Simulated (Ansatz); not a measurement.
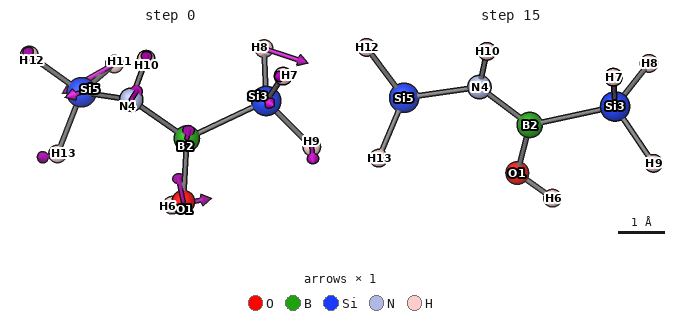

The structure of BSi₂NH₈O (coarse preliminary run) before (left) and after (right) a relaxation, at one scale. The purple arrows give the displacements, at their true length.

Style: ball-and-stick. Shown from a free direction.

The start comes from a force field.

The calculation used Ansatz, RKS PBE-D4/def2-SVP. Settings: force threshold 0.03 eV/Å; at most 200 steps.

Question: Summarise the run.

Answer: Over 14 accepted moves (15 points after the start) the energy falls by 1.723 eV. The largest force component goes from 5.1 to 0.028 eV/Å. The line search rejected the trial step at point 9 of the run. H11 moves most after the best rigid fit: 1.36 Å. Largest moves by element: H 1.36 Å, O 1.28 Å, N 0.79 Å, B 0.61 Å, Si 0.43 Å. Near-neighbour distances that change, for instance: B2–N4 1.579 → 1.424 Å, B2–Si3 1.933 → 2.046 Å, O1–H6 1.032 → 0.971 Å, N4–Si5 1.836 → 1.776 Å. Among the angles between lasting bonds that change: B2–N4–Si5 104.2° → 124.5°, B2–N4–H10 107.9° → 118.0°, Si5–N4–H10 107.8° → 117.5°. Groups turn about O1–B2 by about 95°, B2–Si3 by about 30°.
